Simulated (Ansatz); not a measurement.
Run report: CuN$_{3}$H$_{9}$F$_{3}$ (charge −1), geometry relaxation (part 2 of 3)

The same run, continued: CuN$_{3}$H$_{9}$F$_{3}$, charge −1, multiplicity 2; UKS B3LYP-D4/def2-SVPD (Ansatz 0.2.0). The geometry: GFN1-xTB start.

Geometry of the input (Å):
```
Cu 0.6647  0.6809  0.4624
F  0.3400  0.3399  2.2943
F  2.4795  -0.0337  0.1008
F  -0.0959  2.4773  0.1165
N  0.6259  0.6525  -1.7593
N  -1.8783  0.3852  0.5045
N  0.4393  -1.8673  0.4931
H  1.5992  0.4672  -1.9278
H  0.4225  1.6232  -1.9221
H  0.0402  0.0594  -2.3183
H  -2.7178  -0.0573  0.1676
H  -1.9031  1.3790  0.3345
H  -1.7784  0.2495  1.4978
H  1.4279  -1.8725  0.2941
H  0.0032  -2.7160  0.1718
H  0.3312  -1.7671  1.4902
```

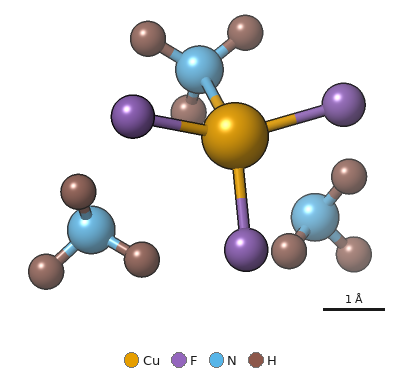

*The geometry at step 10 of the log (ball-and-stick view, seen at a tilt).*

Trajectory as extended XYZ, continued:
```
16
Properties=species:S:1:pos:R:3:forces:R:3 step=3 energy=-57400.30169
Cu    0.6593    0.6747    0.3057    0.1664   0.1582   0.6116
F     0.3460    0.3416    2.1428   -0.0552  -0.0577  -0.1041
F     2.4907   -0.0510    0.0855   -0.0388  -0.0900  -0.0078
F    -0.1149    2.4865    0.1036   -0.0943  -0.0368  -0.0059
N     0.6646    0.6924   -1.6693    0.0462   0.0524  -0.5359
N    -2.0212    0.4155    0.4460   -0.5608  -0.0785   0.1372
N     0.4729   -2.0088    0.4348   -0.0580  -0.5366   0.1438
H     1.6446    0.4809   -1.8537   -0.0271  -0.0527  -0.0292
H     0.4324    1.6687   -1.8480   -0.0520  -0.0315  -0.0279
H     0.0348    0.0525   -2.1477    0.0551   0.0548   0.1520
H    -3.0106    0.1438    0.3231    0.7287   0.3014   0.2464
H    -1.8796    1.4223    0.2982   -0.0586  -0.2099   0.0433
H    -1.6854    0.2102    1.4000   -0.1840   0.0633  -0.4537
H     1.4747   -1.8510    0.2724   -0.2083  -0.0565   0.0518
H     0.2159   -3.0016    0.3143    0.2809   0.7057   0.2397
H     0.2757   -1.6767    1.3922    0.0599  -0.1856  -0.4613
16
Properties=species:S:1:pos:R:3:forces:R:3 step=4 energy=-57400.38303
Cu    0.6751    0.6903    0.3393    0.3766   0.3778   0.0576
F     0.3290    0.3230    2.1611   -0.0965  -0.0988  -0.2441
F     2.4903   -0.0692    0.1000   -0.1906  -0.0271   0.0618
F    -0.1339    2.4850    0.1189   -0.0257  -0.1896   0.0595
N     0.6761    0.7039   -1.6823    0.0727   0.0768  -0.0721
N    -2.0928    0.4449    0.4148   -0.4417  -0.1636   0.1854
N     0.5038   -2.0790    0.4034   -0.1426  -0.4173   0.1846
H     1.6529    0.4867   -1.8751   -0.0613  -0.0357  -0.0117
H     0.4369    1.6767   -1.8692   -0.0341  -0.0625  -0.0122
H     0.0390    0.0558   -2.1346   -0.0012  -0.0027   0.0995
H    -3.1100    0.2703    0.4312    0.7396   0.1635   0.1620
H    -1.8922    1.4430    0.2954   -0.0291  -0.0936   0.0352
H    -1.6486    0.1714    1.3065   -0.3557   0.1414  -0.3523
H     1.4972   -1.8622    0.2747   -0.1004  -0.0257   0.0386
H     0.3455   -3.0980    0.4164    0.1446   0.7110   0.1642
H     0.2316   -1.6424    1.2995    0.1455  -0.3539  -0.3561
16
Properties=species:S:1:pos:R:3:forces:R:3 step=5 energy=-57400.52457
Cu    0.8125    0.8338    0.3624   -0.0314  -0.0364   0.1238
F     0.2201    0.2162    2.0656    0.1265   0.1247  -0.0568
F     2.5068   -0.1129    0.1673   -0.2293   0.2221   0.0520
F    -0.1801    2.5032    0.1853    0.2266  -0.2263   0.0449
N     0.6984    0.7266   -1.6686    0.0397   0.0449  -0.1169
N    -2.1460    0.4568    0.3878   -0.2396   0.0517   0.0020
N     0.5176   -2.1334    0.3740    0.0597  -0.2355  -0.0059
H     1.6437    0.4754   -1.9509   -0.0876  -0.0162  -0.0407
H     0.4288    1.6675   -1.9486   -0.0152  -0.0908  -0.0420
H     0.0169    0.0326   -1.9770    0.0978   0.1002   0.1973
H    -3.1536    0.3606    0.5337    0.2963   0.0966   0.0496
H    -1.9011    1.4444    0.2503   -0.0670  -0.1659   0.0550
H    -1.6429    0.1831    1.2414   -0.1098   0.0125  -0.1875
H     1.5000   -1.8724    0.2308   -0.1656  -0.0644   0.0547
H     0.4377   -3.1429    0.5150    0.0904   0.2889   0.0531
H     0.2412   -1.6384    1.2315    0.0085  -0.1062  -0.1825
16
Properties=species:S:1:pos:R:3:forces:R:3 step=6 energy=-57400.59415
Cu    0.8375    0.8521    0.3815    0.1767   0.1997   0.0281
F     0.1762    0.1660    2.0208   -0.0312  -0.0298   0.0386
F     2.4907   -0.0399    0.2248    0.2485  -0.2090   0.0580
F    -0.1062    2.4788    0.2319   -0.2123   0.2432   0.0676
N     0.7188    0.7462   -1.6670   -0.1922  -0.1717   0.0928
N    -2.2215    0.5039    0.3315   -0.0401  -0.0575   0.0610
N     0.5636   -2.2069    0.3155   -0.0812  -0.0202   0.0838
H     1.6168    0.4561   -2.0359    0.0547   0.0018  -0.0339
H     0.3863    1.6361   -2.0206    0.0161   0.0432  -0.0202
H     0.0179    0.0189   -1.7881   -0.0218  -0.0354  -0.1135
H    -3.1861    0.5056    0.6599    0.0658   0.0080  -0.0105
H    -1.8958    1.4747    0.2934    0.0224  -0.0539  -0.0046
H    -1.6439    0.0872    1.0736   -0.1085   0.1211  -0.1033
H     1.5288   -1.8652    0.2792   -0.0511   0.0265  -0.0015
H     0.5810   -3.1731    0.6380    0.0084   0.0571  -0.0105
H     0.1360   -1.6407    1.0616    0.1458  -0.1232  -0.1317
16
Properties=species:S:1:pos:R:3:forces:R:3 step=7 energy=-57400.62998
Cu    0.9663    0.9876    0.4527   -0.1268  -0.1283   0.2015
F     0.2687    0.2623    2.0768   -0.0264  -0.0259  -0.1342
F     2.5642   -0.0079    0.3063    0.0359  -0.0276  -0.0415
F    -0.0768    2.5565    0.3170   -0.0262   0.0368  -0.0391
N     0.6576    0.6828   -1.5857   -0.0985  -0.0928   0.0540
N    -2.2694    0.5141    0.2465   -0.0400   0.0297   0.0075
N     0.5733   -2.2551    0.2310    0.0253  -0.0301   0.0123
H     1.5308    0.3726   -2.0008   -0.0429  -0.0379  -0.0175
H     0.3137    1.5490   -1.9892   -0.0318  -0.0474  -0.0145
H    -0.0531   -0.0514   -1.6333    0.1225   0.1223  -0.0085
H    -3.2114    0.5862    0.6317    0.0921   0.0060  -0.0490
H    -1.8851    1.4614    0.2075    0.0261   0.1095  -0.0437
H    -1.6939    0.0868    0.9747    0.0590  -0.0865   0.0854
H     1.5125   -1.8516    0.1916    0.1083   0.0310  -0.0443
H     0.6656   -3.1987    0.6073    0.0051   0.0867  -0.0468
H     0.1370   -1.6945    0.9658   -0.0818   0.0546   0.0784
16
Properties=species:S:1:pos:R:3:forces:R:3 step=8 energy=-57400.65574
Cu    0.9255    0.9464    0.4878   -0.0211  -0.0202  -0.0475
F     0.2078    0.2014    2.0838   -0.0327  -0.0345   0.0491
F     2.5491   -0.0246    0.3309    0.0097   0.0620   0.0038
F    -0.0910    2.5436    0.3426    0.0640   0.0061   0.0016
N     0.5999    0.6205   -1.5430   -0.0033   0.0082   0.0012
N    -2.1711    0.5309    0.2242   -0.3021   0.0280   0.2379
N     0.5874   -2.1526    0.2076    0.0406  -0.2997   0.2383
H     1.4689    0.3052   -1.9633   -0.0346  -0.0029  -0.0193
H     0.2533    1.4824   -1.9534   -0.0019  -0.0365  -0.0233
H    -0.1094   -0.1117   -1.5879    0.0274   0.0260   0.0858
H    -3.1559    0.5807    0.5097    0.3384  -0.0381  -0.0950
H    -1.8232    1.4941    0.1777    0.0321   0.0014  -0.0279
H    -1.6493    0.1529    1.0264   -0.0723   0.0065  -0.1409
H     1.5437   -1.7867    0.1558   -0.0069   0.0340  -0.0253
H     0.6579   -3.1386    0.4840   -0.0475   0.3357  -0.0900
H     0.2062   -1.6441    1.0172    0.0101  -0.0756  -0.1485
16
Properties=species:S:1:pos:R:3:forces:R:3 step=9 energy=-57400.61029 accepted=F
Cu    0.9421    0.9609    0.5253    0.0756   0.0895  -0.0089
F     0.1315    0.1221    2.0437   -0.0375  -0.0368  -0.0263
F     2.5661    0.0192    0.3881    0.0832  -0.0258   0.0305
F    -0.0457    2.5591    0.3961   -0.0245   0.0784   0.0337
N     0.5590    0.5783   -1.4940   -0.3655  -0.3426  -0.1599
N    -2.1858    0.5952    0.1570   -0.2182   0.0933   0.7587
N     0.6513   -2.1659    0.1378    0.1048  -0.1951   0.7859
H     1.3912    0.2309   -1.9739   -0.2687   0.0088   0.1610
H     0.1690    1.4004   -1.9591    0.0372  -0.2792   0.1654
H    -0.1571   -0.1698   -1.4079    0.5288   0.5387  -0.2261
H    -3.1375    0.7099    0.5590    0.7927  -0.2256  -0.2846
H    -1.7594    1.5373    0.1960   -0.0581  -0.3195  -0.0476
H    -1.6194    0.0768    0.8672   -0.5544   0.4612  -0.4113
H     1.5858   -1.7216    0.1783   -0.3465  -0.0691  -0.0489
H     0.7862   -3.1185    0.5319   -0.2490   0.7939  -0.2768
H     0.1228   -1.6143    0.8544    0.5002  -0.5700  -0.4448
16
Properties=species:S:1:pos:R:3:forces:R:3 step=10 energy=-57400.67485
Cu    0.9326    0.9534    0.5035    0.0409   0.0462   0.0102
F     0.1767    0.1692    2.0697   -0.0388  -0.0412   0.0344
F     2.5695    0.0107    0.3618    0.0011   0.0183  -0.0011
F    -0.0550    2.5650    0.3739    0.0194   0.0012   0.0006
N     0.5654    0.5866   -1.5110   -0.0218  -0.0167  -0.0503
N    -2.1626    0.5698    0.1958   -0.0010  -0.0014   0.0771
N     0.6252   -2.1447    0.1795   -0.0010   0.0003   0.0795
H     1.4159    0.2556   -1.9568   -0.0326   0.0025  -0.0061
H     0.1980    1.4265   -1.9482    0.0066  -0.0333  -0.0037
H    -0.1422   -0.1496   -1.5042    0.0350   0.0320   0.0517
H    -3.1397    0.6136    0.4802    0.0454   0.0077  -0.0105
H    -1.7952    1.5278    0.1936   -0.0087  -0.0285  -0.0204
H    -1.6452    0.1392    0.9716   -0.0465   0.0239  -0.0642
H     1.5756   -1.7584    0.1724   -0.0294  -0.0085  -0.0192
H     0.6903   -3.1230    0.4554    0.0066   0.0449  -0.0100
H     0.1907   -1.6417    0.9629    0.0249  -0.0474  -0.0681
16
Properties=species:S:1:pos:R:3:forces:R:3 step=11 energy=-57400.68255
Cu    0.9426    0.9639    0.5217    0.0181   0.0212   0.0527
F     0.1316    0.1223    2.0418   -0.0160  -0.0165  -0.0070
F     2.5795    0.0326    0.3888    0.0144  -0.0033   0.0001
F    -0.0328    2.5759    0.4022   -0.0031   0.0139   0.0012
N     0.5437    0.5636   -1.4899   -0.0764  -0.0653  -0.0818
N    -2.1951    0.6224    0.1794    0.0602   0.0507   0.0451
N     0.6777   -2.1756    0.1622    0.0495   0.0617   0.0469
H     1.3784    0.2205   -1.9573   -0.0553   0.0009   0.0261
H     0.1592    1.3854   -1.9484    0.0085  -0.0611   0.0310
H    -0.1620   -0.1757   -1.4409    0.0932   0.0923  -0.0002
H    -3.1656    0.7099    0.4731    0.0139   0.0079  -0.0071
H    -1.7867    1.5652    0.1745   -0.0368  -0.0761  -0.0043
H    -1.6906    0.1705    0.9512   -0.0155   0.0137  -0.0445
H     1.6119   -1.7481    0.1535   -0.0764  -0.0386  -0.0038
H     0.7869   -3.1466    0.4469    0.0075   0.0146  -0.0075
H     0.2214   -1.6863    0.9413    0.0140  -0.0160  -0.0468
16
Properties=species:S:1:pos:R:3:forces:R:3 step=12 energy=-57400.68502
Cu    0.9615    0.9841    0.5611    0.0221   0.0228   0.0215
F     0.1005    0.0903    2.0356   -0.0024  -0.0018  -0.0483
F     2.6012    0.0613    0.4304   -0.0244   0.0160   0.0102
F    -0.0048    2.5994    0.4458    0.0172  -0.0241   0.0096
N     0.4927    0.5093   -1.4361   -0.0557  -0.0278  -0.1320
N    -2.1743    0.6585    0.1354    0.0756   0.0525  -0.0028
N     0.7111   -2.1527    0.1172    0.0530   0.0698  -0.0017
H     1.3058    0.1492   -1.9301   -0.0824   0.0034   0.0617
H     0.0841    1.3051   -1.9213    0.0161  -0.0977   0.0721
H    -0.2066   -0.2319   -1.3306    0.1308   0.1321  -0.0459
H    -3.1425    0.7591    0.4284   -0.0223   0.0117   0.0146
H    -1.7466    1.5929    0.1518   -0.0549  -0.0818   0.0035
H    -1.6804    0.1790    0.8962   -0.0158   0.0142   0.0097
H     1.6362   -1.7049    0.1306   -0.0809  -0.0576   0.0030
H     0.8347   -3.1216    0.3988    0.0119  -0.0186   0.0123
H     0.2274   -1.6769    0.8868    0.0122  -0.0130   0.0125
16
Properties=species:S:1:pos:R:3:forces:R:3 step=13 energy=-57400.68724
Cu    0.9617    0.9842    0.5481    0.0123   0.0130   0.0213
F     0.0990    0.0886    2.0170   -0.0068  -0.0064  -0.0120
F     2.5995    0.0596    0.4238   -0.0142   0.0059   0.0022
F    -0.0061    2.5975    0.4390    0.0069  -0.0131   0.0025
N     0.5089    0.5264   -1.4584   -0.0506  -0.0354  -0.0772
N    -2.1861    0.6532    0.1519    0.0471   0.0431   0.0137
N     0.7055   -2.1657    0.1343    0.0435   0.0465   0.0143
H     1.3261    0.1726   -1.9487   -0.0567   0.0042   0.0386
H     0.0991    1.3244   -1.9370    0.0127  -0.0666   0.0460
H    -0.1872   -0.2174   -1.3625    0.0894   0.0893  -0.0221
H    -3.1551    0.7600    0.4423   -0.0063   0.0083   0.0016
H    -1.7557    1.5858    0.1662   -0.0389  -0.0601  -0.0024
H    -1.6968    0.1754    0.9169    0.0032   0.0115  -0.0123
H     1.6288   -1.7155    0.1455   -0.0602  -0.0412  -0.0029
H     0.8350   -3.1351    0.4138    0.0080  -0.0042  -0.0002
H     0.2235   -1.6939    0.9076    0.0106   0.0051  -0.0111
16
Properties=species:S:1:pos:R:3:forces:R:3 step=14 energy=-57400.68857
Cu    0.9675    0.9885    0.5515    0.0307   0.0350  -0.0132
F     0.0895    0.0807    2.0028   -0.0158  -0.0155   0.0166
F     2.6057    0.0642    0.4327   -0.0296   0.0090   0.0032
F     0.0058    2.6054    0.4455    0.0088  -0.0340   0.0005
N     0.5122    0.5239   -1.4578   -0.0110  -0.0136  -0.0094
N    -2.1847    0.6499    0.1514    0.0247   0.0496  -0.0055
N     0.6964   -2.1593    0.1341    0.0313   0.0302   0.0036
H     1.3304    0.1983   -1.9612    0.0290  -0.0199   0.0035
H     0.0718    1.3070   -1.9287   -0.0315   0.0236   0.0014
H    -0.1556   -0.2417   -1.3592    0.0113   0.0023   0.0016
H    -3.1509    0.7462    0.4542   -0.0132   0.0004   0.0036
H    -1.7688    1.5880    0.1585   -0.0171  -0.0391  -0.0002
H    -1.6793    0.1815    0.9116    0.0088   0.0002   0.0024
H     1.6263   -1.7255    0.1432   -0.0354  -0.0199  -0.0039
H     0.8107   -3.1301    0.4147    0.0019  -0.0124   0.0024
H     0.2229   -1.6771    0.9066    0.0070   0.0042  -0.0067
16
Properties=species:S:1:pos:R:3:forces:R:3 step=15 energy=-57400.69135
Cu    0.9772    0.9972    0.5605    0.0169   0.0315  -0.0395
F     0.0621    0.0555    1.9738   -0.0074  -0.0113   0.0202
F     2.6134    0.0755    0.4552   -0.0236   0.0035   0.0020
F     0.0213    2.6126    0.4605    0.0078  -0.0243   0.0038
N     0.5145    0.5094   -1.4533   -0.0399  -0.0014  -0.0394
N    -2.1926    0.6707    0.1474   -0.0481   0.0340   0.0062
N     0.6966   -2.1569    0.1276    0.0238  -0.0229  -0.0035
H     1.3406    0.2451   -1.9811   -0.0041   0.0029   0.0213
H     0.0036    1.2585   -1.9121    0.0077  -0.0360   0.0383
H    -0.0906   -0.3069   -1.3440    0.0446   0.0244   0.0010
H    -3.1528    0.7513    0.4767    0.0287  -0.0200  -0.0068
H    -1.7947    1.6148    0.1551    0.0219  -0.0040  -0.0026
H    -1.6601    0.2033    0.8905   -0.0070   0.0017   0.0014
H     1.6352   -1.7456    0.1315   -0.0070   0.0056  -0.0010
H     0.7914   -3.1283    0.4158   -0.0142   0.0160  -0.0055
H     0.2350   -1.6562    0.8962    0.0000   0.0003   0.0042
16
Properties=species:S:1:pos:R:3:forces:R:3 step=16 energy=-57400.68279 accepted=F
Cu    0.9919    1.0125    0.5714   -0.0307  -0.0024  -0.0481
F     0.0236    0.0184    1.9305    0.0181   0.0087  -0.0027
F     2.6237    0.0945    0.4873    0.0034  -0.0156  -0.0001
F     0.0445    2.6241    0.4839   -0.0064   0.0060   0.0064
N     0.5192    0.4798   -1.4422   -0.3289  -0.1596  -0.4366
N    -2.2118    0.7126    0.1396   -0.1043  -0.0162   0.0760
N     0.6994   -2.1509    0.1128    0.0418  -0.0729   0.0178
H     1.3627    0.3483   -2.0156   -0.4987   0.0793   0.2839
H    -0.1357    1.1547   -1.8717    0.4889  -0.5360   0.3077
H     0.0492   -0.4398   -1.3140    0.3683   0.6002  -0.1023
H    -3.1593    0.7792    0.5127    0.1115  -0.0386  -0.0343
H    -1.8267    1.6602    0.1513    0.0531   0.0329   0.0068
H    -1.6422    0.2358    0.8530   -0.0728   0.0427  -0.0514
H     1.6534   -1.7780    0.1199   -0.0122   0.0187   0.0041
H     0.7560   -3.1254    0.4045   -0.0340   0.0687  -0.0264
H     0.2523   -1.6259    0.8765    0.0030  -0.0159  -0.0007
16
Properties=species:S:1:pos:R:3:forces:R:3 step=17 energy=-57400.69627
Cu    0.9784    1.0011    0.5570    0.0144   0.0130  -0.0038
F     0.0596    0.0485    1.9644   -0.0118  -0.0117   0.0121
F     2.6125    0.0772    0.4539   -0.0072   0.0007   0.0022
F     0.0240    2.6149    0.4676   -0.0001  -0.0082  -0.0036
N     0.5172    0.4968   -1.4493   -0.0291  -0.0202  -0.0492
N    -2.2042    0.6941    0.1441   -0.0043   0.0166   0.0006
N     0.7020   -2.1551    0.1221    0.0100  -0.0112   0.0033
H     1.3535    0.3031   -1.9927   -0.0385   0.0172   0.0252
H    -0.0611    1.2071   -1.8896    0.0135  -0.0464   0.0257
H    -0.0157   -0.3689   -1.3351    0.0615   0.0345  -0.0026
H    -3.1595    0.7744    0.4855    0.0037  -0.0042   0.0014
H    -1.7974    1.6343    0.1647    0.0099  -0.0001  -0.0006
H    -1.6678    0.2093    0.8731   -0.0091   0.0037  -0.0002
H     1.6456   -1.7556    0.1422   -0.0091   0.0086  -0.0087
H     0.7778   -3.1292    0.4055   -0.0092   0.0021  -0.0084
H     0.2352   -1.6521    0.8865    0.0054   0.0056   0.0066
```
